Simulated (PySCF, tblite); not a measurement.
# C7H8NS radical: geometry, infrared bands and EPR parameters

Aim: predict the infrared bands and EPR parameters of C7H8NS radical (`C#C[C@](C)(C#N)[CH]SC`).

Computed with tblite 0.8.0 and PySCF 2.14.0, with density-fitted response routines of our own, on a single molecule in the gas phase. Atoms are numbered from 0 throughout.

### 1 The molecule as given

17 atoms, charge 0, multiplicity 2; geometry from: force field or distance geometry start.

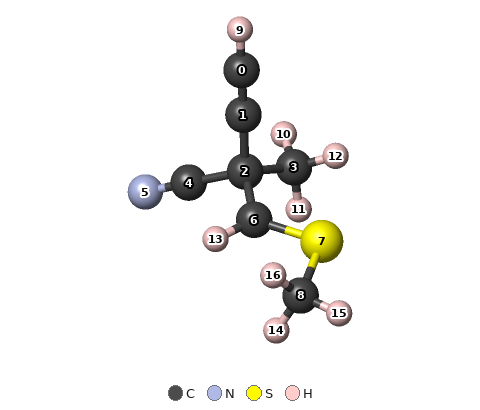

As it starts; carbon dark grey, nitrogen light blue, sulfur yellow, hydrogen pink, atoms numbered.

### 2 Geometry optimisation with GFN2-xTB

The job: settings as JSON, then the geometry in Å.

```
{"job": {"kind": "relax", "xc": "GFN2-xTB", "basis": "xTB"}, "charge": 0, "multiplicity": 2}
C     -1.439400     2.633400    -0.229500
C     -1.259100     1.469900    -0.047700
C     -1.007800     0.014000     0.198000
C     -1.737300    -0.787200    -0.907100
C     -1.562100    -0.413900     1.519000
N     -1.977400    -0.759100     2.539600
C      0.486900    -0.202100     0.222500
S      1.459000    -0.449000    -1.188700
C      3.111400    -0.511200    -0.460900
H     -1.622700     3.673800    -0.394500
H     -2.828400    -0.671200    -0.834100
H     -1.532900    -1.871100    -0.803100
H     -1.451600    -0.479000    -1.898300
H      1.000200    -0.087300     1.177000
H      3.177600    -1.321300     0.257500
H      3.842800    -0.665400    -1.239500
H      3.333700     0.438500     0.046300
```

Command:

```bash
> OMP_NUM_THREADS=1 python probes_run.py task.json out
```

This one command runs all jobs of the session in turn.

Log:

```text
step      E/eV     max force
  0    -681.47069    1.659
  1    -681.45077    3.810
  2    -681.54175    0.873
  3    -681.55120    1.644
  4    -681.58012    0.617
  5    -681.59154    0.282
  6    -681.59524    0.169
  7    -681.59851    0.206
  8    -681.60128    0.210
  9    -681.60317    0.110
 10    -681.60476    0.099
 11    -681.60651    0.158
 12    -681.60829    0.180
 13    -681.60986    0.135
 14    -681.61133    0.106
 15    -681.61310    0.151
 16    -681.61519    0.177
 17    -681.61694    0.121
 18    -681.61805    0.068
 19    -681.61881    0.085
 20    -681.61959    0.120
 21    -681.62051    0.117
 22    -681.62144    0.074
 23    -681.62222    0.067
 24    -681.62285    0.065
 25    -681.62339    0.061
 26    -681.62390    0.059
 27    -681.62435    0.062
 28    -681.62477    0.055
 29    -681.62517    0.055
 30    -681.62555    0.072
 31    -681.62590    0.063
 32    -681.62625    0.053
 33    -681.62666    0.060
 34    -681.62714    0.060
 35    -681.62762    0.070
 36    -681.62799    0.047
 37    -681.62826    0.042
 38    -681.62854    0.047
 39    -681.62887    0.059
 40    -681.62921    0.059
 41    -681.62944    0.034
 42    -681.62954    0.022
 43    -681.62960    0.019
 44    -681.62965    0.026
 45    -681.62971    0.022
 46    -681.62975    0.017
 47    -681.62979    0.015
 48    -681.62983    0.020
 49    -681.62991    0.028
 50    -681.63001    0.030
 51    -681.63009    0.021
 52    -681.63015    0.017
 53    -681.63020    0.022
 54    -681.63028    0.028
 55    -681.63037    0.032
 56    -681.63044    0.020
 57    -681.63048    0.016
 58    -681.63052    0.020
 59    -681.63057    0.025
 60    -681.63065    0.028
 61    -681.63073    0.020
 62    -681.63080    0.026
 63    -681.63088    0.027
 64    -681.63102    0.043
 65    -681.63127    0.061
 66    -681.63163    0.064
 67    -681.63203    0.057
 68    -681.63242    0.058
 69    -681.63283    0.049
 70    -681.63321    0.055
 71    -681.63357    0.043
 72    -681.63360    0.144
 73    -681.63405    0.054
 74    -681.63424    0.026
 75    -681.63459    0.044
 76    -681.63474    0.045
 77    -681.63493    0.035
 78    -681.63507    0.035
 79    -681.63527    0.027
 80    -681.63506    0.135
 81    -681.63548    0.030
 82    -681.63560    0.028
 83    -681.63015    0.455
 84    -681.63587    0.043
 85    -681.63604    0.040
 86    -681.62972    0.470
 87    -681.63645    0.041
 88    -681.63672    0.035
 89    -681.62609    0.618
 90    -681.63712    0.033
 91    -681.63742    0.034
 92    -681.62886    0.580
 93    -681.63792    0.034
 94    -681.63830    0.037
 95    -681.62996    0.661
 96    -681.63883    0.031
 97    -681.63924    0.041
 98    -681.63075    0.717
 99    -681.63983    0.035
100    -681.64027    0.050
101    -681.63186    0.738
102    -681.64094    0.043
103    -681.64141    0.051
104    -681.63144    0.937
105    -681.64211    0.071
106    -681.64258    0.087
107    -681.64029    0.398
108    -681.64343    0.054
109    -681.64379    0.111
110    -681.64341    0.193
111    -681.64447    0.078
112    -681.64469    0.073
113    -681.64525    0.030
114    -681.64541    0.030
115    -681.64564    0.049
116    -681.64596    0.058
117    -681.64657    0.047
118    -681.64726    0.057
119    -681.64803    0.087
120    -681.64898    0.077
121    -681.64983    0.078
122    -681.65072    0.071
123    -681.65174    0.079
124    -681.65268    0.079
125    -681.65340    0.094
126    -681.65401    0.093
127    -681.65436    0.043
128    -681.65461    0.039
129    -681.65481    0.025
130    -681.65496    0.031
131    -681.65507    0.023
132    -681.65515    0.042
133    -681.65524    0.044
134    -681.65532    0.035
135    -681.65540    0.023
136    -681.65549    0.029
137    -681.65562    0.033
138    -681.65575    0.031
139    -681.65584    0.022
140    -681.65589    0.015
141    -681.65593    0.028
142    -681.65598    0.022
143    -681.65603    0.015
144    -681.65608    0.023
145    -681.65612    0.035
146    -681.65621    0.036
147    -681.65632    0.043
148    -681.65646    0.034
149    -681.65660    0.026
150    -681.65677    0.036
151    -681.65696    0.043
152    -681.65713    0.034
153    -681.65725    0.027
154    -681.65733    0.028
155    -681.65738    0.021
156    -681.65743    0.015
157    -681.65746    0.015
158    -681.65748    0.021
159    -681.65750    0.023
160    -681.65753    0.020
161    -681.65756    0.017
162    -681.65759    0.013
163    -681.65763    0.016
164    -681.65767    0.018
165    -681.65771    0.016
166    -681.65775    0.014
167    -681.65779    0.015
168    -681.65782    0.015
169    -681.65786    0.014
170    -681.65789    0.010
171    -681.65791    0.010
172    -681.65792    0.010
```

Wall time 1.1 s (1 thread of Arm Neoverse V2, shared host).

Along the way: (not every step is listed) (the energy doesn't fall at every step)

| step | energy from step 0 (eV) | largest force (eV/Å) |
| --- | --- | --- |
| 0 | 0.0000 | 1.6587 |
| 1 | 0.0199 | 3.8095 |
| 2 | -0.0711 | 0.8731 |
| 3 | -0.0805 | 1.6439 |
| 4 | -0.1094 | 0.6167 |
| 5 | -0.1209 | 0.2822 |
| 6 | -0.1245 | 0.1686 |
| 7 | -0.1278 | 0.2056 |
| 8 | -0.1306 | 0.2100 |
| 23 | -0.1515 | 0.0666 |
| 38 | -0.1579 | 0.0466 |
| 53 | -0.1595 | 0.0222 |
| 68 | -0.1617 | 0.0583 |
| 83 | -0.1595 | 0.4546 |
| 98 | -0.1601 | 0.7169 |
| 113 | -0.1746 | 0.0300 |
| 128 | -0.1839 | 0.0393 |
| 143 | -0.1853 | 0.0154 |
| 158 | -0.1868 | 0.0210 |
| 167 | -0.1871 | 0.0152 |
| 168 | -0.1871 | 0.0147 |
| 169 | -0.1872 | 0.0136 |
| 170 | -0.1872 | 0.0104 |
| 171 | -0.1872 | 0.0098 |
| 172 | -0.1872 | 0.0099 |

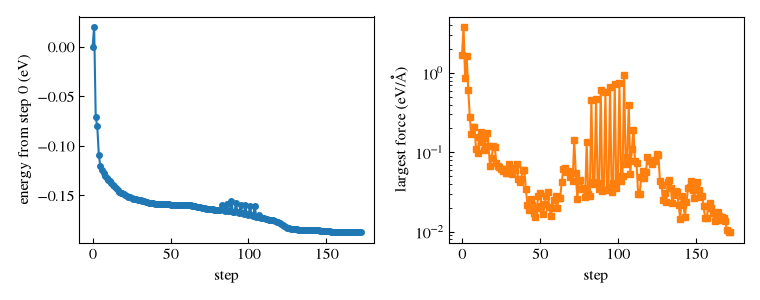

Energy and force, step by step.

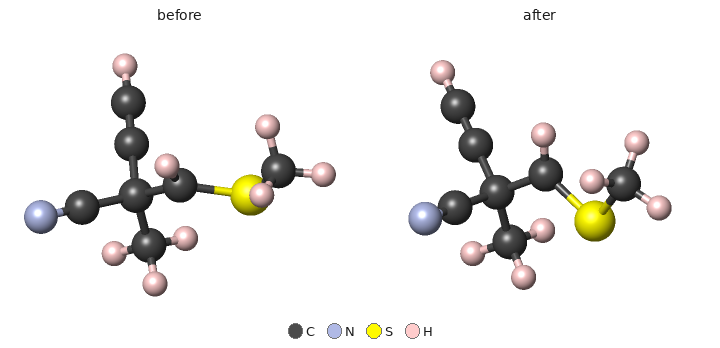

Before and after, at one scale.

Close pairs (by a distance rule), those that changed most:

| bond | before (Å) | after (Å) | change (Å) |
| --- | --- | --- | --- |
| C1–C2 | 1.498 | 1.459 | -0.038 |
| C2–C4 | 1.495 | 1.460 | -0.035 |
| C0–H9 | 1.069 | 1.049 | -0.020 |
| C3–H11 | 1.108 | 1.088 | -0.020 |
| C6–S7 | 1.731 | 1.715 | -0.016 |
| C2–C3 | 1.548 | 1.533 | -0.015 |
| C6–H13 | 1.090 | 1.075 | -0.015 |
| C8–H16 | 1.099 | 1.086 | -0.014 |

The end geometry stands in the next job.

### 3 Vibrational analysis with GFN2-xTB

The job: settings as JSON, then the geometry in Å.

```
{"job": {"kind": "ir", "xc": "GFN2-xTB", "basis": "xTB"}, "charge": 0, "multiplicity": 2}
C     -1.900351     2.637702     0.145578
C     -1.475711     1.521809     0.075040
C     -0.953868     0.160646     0.003968
C     -1.674679    -0.642489    -1.084843
C     -1.143994    -0.468388     1.307444
N     -1.183012    -0.970366     2.336010
C      0.534693     0.189236    -0.158687
S      1.378904    -1.128714    -0.859404
C      3.040535    -0.853880    -0.187367
H     -2.276616     3.615770     0.193323
H     -2.747100    -0.644261    -0.902191
H     -1.311907    -1.668295    -1.091557
H     -1.479263    -0.191492    -2.054875
H      1.104080     0.886121     0.429776
H      3.023150    -1.021232     0.885770
H      3.699434    -1.569488    -0.667831
H      3.358707     0.159351    -0.413668
```

Log:

```text
mode    cm-1     km/mol
  1      15.6      3.79
  2      41.4      2.23
  3      97.8      2.51
  4     107.2      0.20
  5     129.4      0.13
  6     155.9      2.41
  7     177.4      1.25
  8     193.7      0.69
  9     238.2      0.54
 10     242.1      0.49
 11     321.0     25.14
 12     377.9      2.34
 13     415.5      0.99
 14     429.5      5.92
 15     523.0      6.68
 16     532.8      3.57
 17     659.1     19.65
 18     665.2     17.25
 19     731.4     11.96
 20     734.5      1.94
 21     864.8      0.32
 22     932.2      0.64
 23     937.3      5.24
 24     962.1      8.75
 25     993.1      6.98
 26    1110.6      6.07
 27    1157.8      4.52
 28    1182.9      5.10
 29    1245.9     11.15
 30    1314.7      0.58
 31    1398.2      5.06
 32    1440.7      6.98
 33    1444.0      7.36
 34    1477.6      5.22
 35    1478.7      6.42
 36    2285.7      7.54
 37    2368.2    275.78
 38    3031.5      1.75
 39    3038.2     25.08
 40    3038.7      5.21
 41    3041.5     17.40
 42    3045.0     10.46
 43    3064.7      1.70
 44    3114.0     10.82
 45    3395.8      7.10
```

Run time: 0.53 s. Hardware: 1 thread of Arm Neoverse V2, shared host.

Which atoms move in the most intense modes:

| cm⁻¹ | km/mol | atoms |
| --- | --- | --- |
| 321 | 25.1 | H13 56 %, C6 19 % |
| 659 | 19.6 | H9 79 %, C0 11 % |
| 665 | 17.2 | H9 81 %, C0 11 % |
| 731 | 12.0 | C8 57 %, S7 32 % |
| 1246 | 11.2 | H13 36 %, C6 27 %, C2 26 % |
| 2368 | 275.8 | C4 59 %, N5 40 % |
| 3038 | 25.1 | H11 71 % |
| 3042 | 17.4 | H10 76 %, H12 13 % |

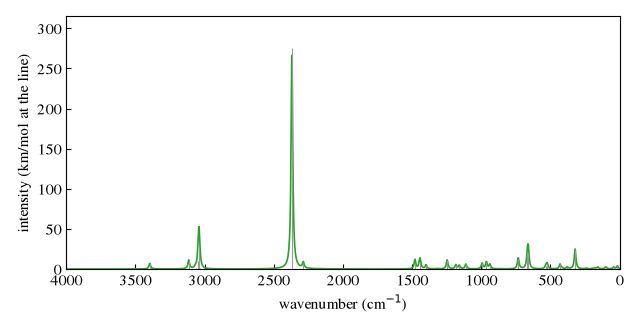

The infrared spectrum from these modes, unscaled. Lines are broadened to a width of 14 cm⁻¹ (Lorentzian).

### 4 g tensor and hyperfine couplings: B3LYP/pcH-1

Same as in step 3 but for these lines:

```diff
@@ -1,2 +1,2 @@
-{"job": {"kind": "ir", "xc": "GFN2-xTB", "basis": "xTB"}, "charge": 0, "multiplicity": 2}
+{"job": {"kind": "epr", "basis": "pcH-1"}, "charge": 0, "multiplicity": 2}
 C     -1.900351     2.637702     0.145578
```

Method: UKS B3LYP, pcH-1 on C H N S, non-relativistic, mean-field spin-orbit, GIAO.

Log:

```text
UKS, coarse grid
  cycle   1  E = -724.29054313  |g| = 4.43e-01
  cycle   2  E = -724.08487804  |g| = 8.22e-01
  cycle   3  E = -724.36172961  |g| = 2.06e-01
  cycle   4  E = -724.38000400  |g| = 5.78e-02
  cycle   5  E = -724.38113351  |g| = 3.59e-02
  cycle   6  E = -724.38172595  |g| = 7.81e-03
  cycle   7  E = -724.38175750  |g| = 3.23e-03
  cycle   8  E = -724.38176383  |g| = 1.47e-03
  cycle   9  E = -724.38176593  |g| = 5.88e-04
UKS, final grid
  cycle   1  E = -724.38179164  |g| = 9.04e-04
  cycle   2  E = -724.38179086  |g| = 1.55e-03
  cycle   3  E = -724.38179206  |g| = 1.86e-04
  cycle   4  E = -724.38179207  |g| = 6.33e-05
  cycle   5  E = -724.38179208  |g| = 4.00e-05
  cycle   6  E = -724.38179208  |g| = 2.88e-05
E = -724.38179208 Eh   <S^2> = 0.7547 (exact 0.7500)
g shifts (ppm)      1          2          3
  rmc          -182       -182       -182
  gc             11         33         36
  oz_so        -265       2390       5991
  total        -436       2241       5845
hyperfine (MHz)  atom isotope    a_iso     a_fc   dipolar eigenvalues
    0   13C       0.46       0.46     -0.94      0.22      0.73
    1   13C      21.01      21.01     -1.41     -1.22      2.63
    2   13C     -14.68     -14.69     -1.60     -0.42      2.02
    3   13C      12.74      12.74     -1.36     -1.15      2.51
    4   13C      67.66      67.67     -5.01     -2.14      7.16
    5   14N       1.65       1.65     -2.70     -2.28      4.97
    6   13C     110.06     109.72    -69.41    -68.44    137.84
    7   33S      12.53      12.97    -26.22    -21.55     47.77
    8   13C      -0.45      -0.46     -1.21     -0.62      1.83
    9    1H       0.14       0.14     -0.85     -0.68      1.54
   10    1H      -1.02      -1.02     -1.59     -1.39      2.98
   11    1H      -1.05      -1.05     -2.70     -1.93      4.63
   12    1H      -0.86      -0.87     -2.91     -2.58      5.50
   13    1H     -51.21     -51.32    -31.93     -1.45     33.38
   14    1H      14.25      14.25     -2.56     -1.90      4.46
   15    1H      -1.41      -1.42     -2.20     -1.82      4.02
   16    1H      14.77      14.76     -2.87     -2.14      5.01
```

Run time: 2.1 min. Hardware: 1 thread of Arm Neoverse V2, shared host; peak memory 1.1 GiB.

Principal g values 2.00188, 2.00456, 2.00816; g(iso) = 2.00487, against 2.00232 for a free electron.

Hyperfine couplings; where a row names several nuclei, a(iso) is their mean (it holds for fast rotation or exchange) and the dipolar term the largest among them:

| nuclei | isotope | a(iso) (MHz) | a(iso) (G, at g = 2.0023) | largest dipolar term (MHz) |
| --- | --- | --- | --- | --- |
| C6 | 13C | 110.1 | 39.3 | 137.8 |
| C4 | 13C | 67.7 | 24.1 | 7.2 |
| H13 | 1H | -51.2 | -18.3 | 33.4 |
| C1 | 13C | 21.0 | 7.5 | 2.6 |
| C2 | 13C | -14.7 | -5.2 | 2.0 |
| C3 | 13C | 12.7 | 4.5 | 2.5 |
| S7 | 33S | 12.5 | 4.5 | 47.8 |
| H14, H15, H16 | 1H | 9.2 | 3.3 | 5.0 |
| N5 | 14N | 1.6 | 0.6 | 5.0 |
| H10, H11, H12 | 1H | -1.0 | -0.3 | 5.5 |
| C0 | 13C | 0.5 | 0.2 | -0.9 |
| C8 | 13C | -0.4 | -0.2 | 1.8 |
| H9 | 1H | 0.1 | 0.0 | 1.5 |

Mulliken spin populations:

C0 0.00; C1 0.00; C2 -0.04; C3 0.00; C4 0.01; N5 0.05; C6 0.80; S7 0.20; C8 -0.01; H9 0.00; H10 0.00; H11 0.00; H12 0.00; H13 -0.04; H14 0.01; H15 0.00; H16 0.01

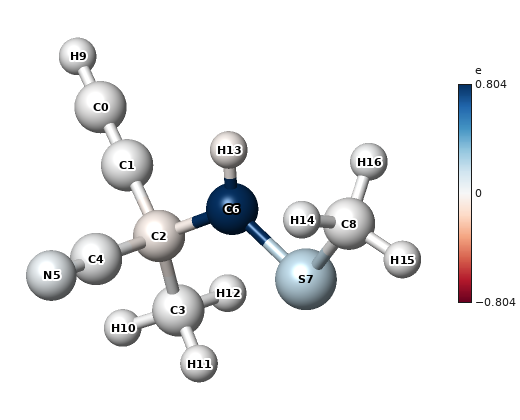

Mulliken spin populations, as colours on the atoms.

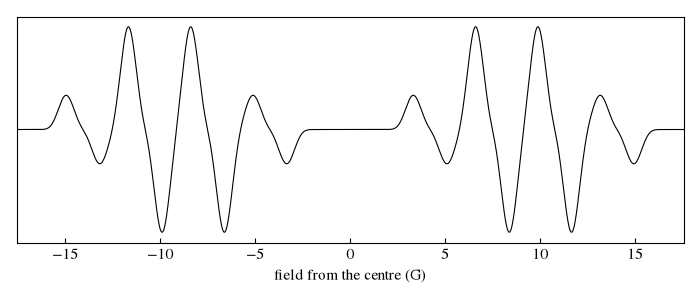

First-order isotropic spectrum (first derivative, main isotopes with spin only, couplings over 0.8 MHz, Gaussian width 0.3 G; couplings of the frozen geometry, rotation of groups not averaged beyond the rows shown).

Orbitals, density, ELF and potential are computed afterwards from the orbital file.

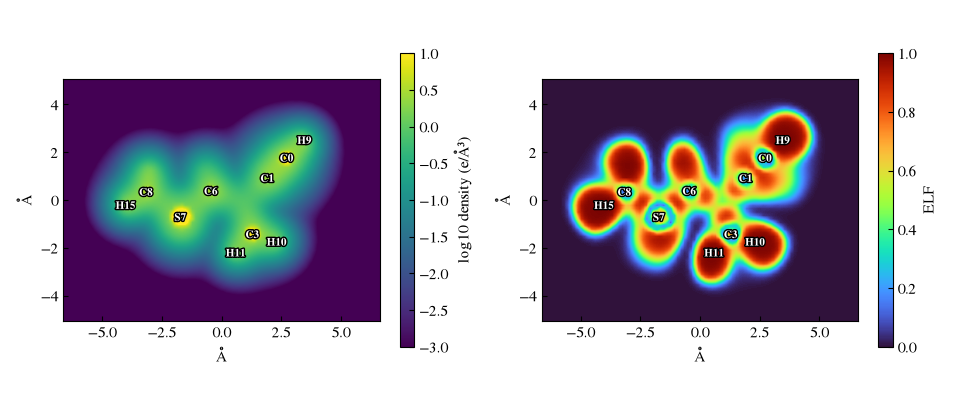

Density (left) and ELF (right) in a plane through or near 10 of the atoms.

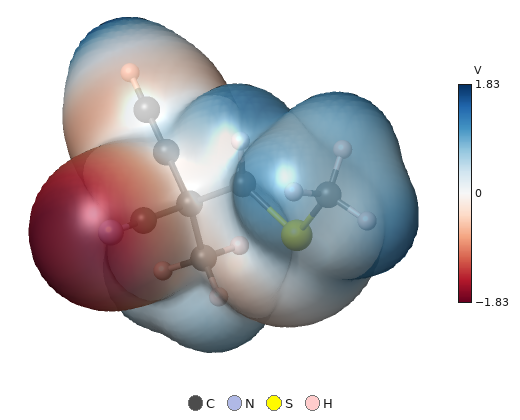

The potential that a unit positive charge feels on the 0.002 e/bohr³ surface, from -1.83 V near N5 to 1.47 V near H9.

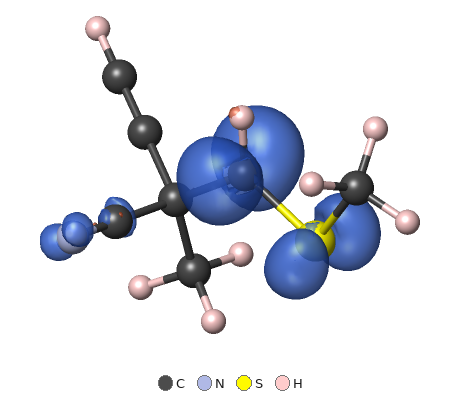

Spin density at ±0.04 e/Å³ (alpha excess blue, beta excess red).

### 5 Results

```
                                 quantity                  value
strongest single infrared mode (GFN2-xTB)  2368 cm⁻¹, 276 km/mol
             zero-point energy (GFN2-xTB)          77.4 kcal/mol
                           g(iso) (B3LYP)                2.00487
                                     ⟨S²⟩     0.755 (exact 0.75)
       largest a(iso) (averaged by class)   13C on C6, 110.1 MHz
    surface potential, least and greatest     -1.83 V and 1.47 V
```

Over 172 steps the energy fell by 0.187 eV; of the close pairs, C1–C2 changed most, 1.498 to 1.459 Å. No mode is imaginary among the 45: a minimum at this level. The strongest single mode, at 2368 cm⁻¹, moves mainly C4 and N5. GFN2-xTB is a fitted tight-binding method: band positions and strengths are rough. Its intensities can rank the bands wrongly. Most of the unpaired spin sits on C6 (0.80 e). The isotropic g lies 2.6 ppt above the free-electron value.
